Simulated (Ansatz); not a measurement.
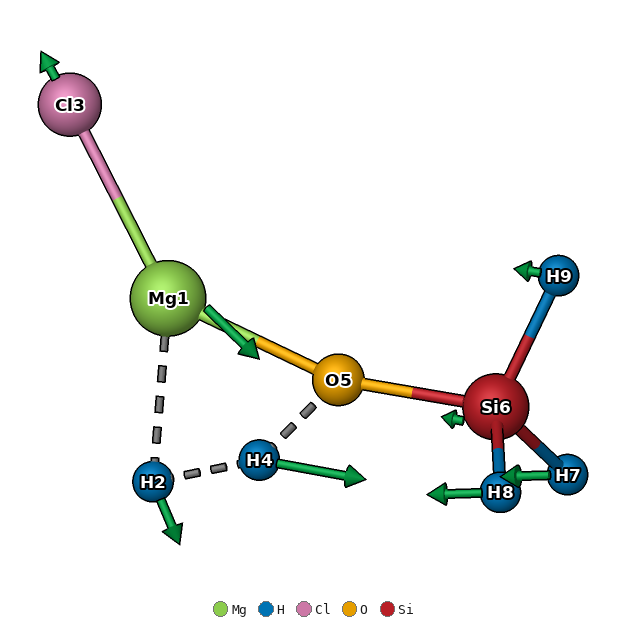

The arrows show one normal mode. Broken sticks mark bonds that form or break. Harmonic vibrations computed with RKS PBE0-D4/def2-TZVP (Ansatz 0.2.0) at a stationary point of the same level. It is a saddle point of order 1.

At what wavenumber does it lie?

538 cm⁻¹; it is mode 8 of 21 counted from the lowest.
